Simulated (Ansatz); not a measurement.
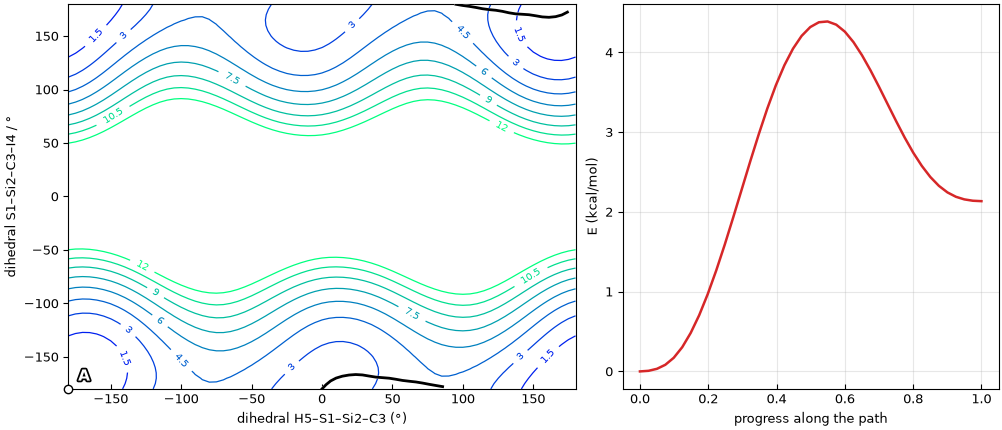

CHISSi, SMILES S[Si]#CI. The first coordinate is: dihedral H5–S1–Si2–C3; the second: dihedral S1–Si2–C3–I4. Nothing is relaxed (all other coordinates rigid). The grid has 10 × 10 points; 52 points were computed and 48 follow by symmetry. Points are written as (first, second). All energies are given in kcal/mol relative to the lowest grid point. Theory: RKS PBE-D4/def2-TZVP in Ansatz.

The picture shows contour lines labelled in kcal/mol (none above 12), a line along the lowest path, the energy along the path at the right, the start A. Between grid points the surface is interpolated.

Question: Describe the path and its barrier.

Answer: The easiest path leads from the well at (−180°, −180°) to the well at (0°, −180°), about 2.1 kcal/mol higher. Its highest point lies about 4.4 kcal/mol above the bottom of the first well on the interpolated surface, at about (80°, −175°). Seen from the upper well the barrier is about 2.3 kcal/mol. The start is the relaxed structure and all else is held, so a fully relaxed path at this level can only be lower.
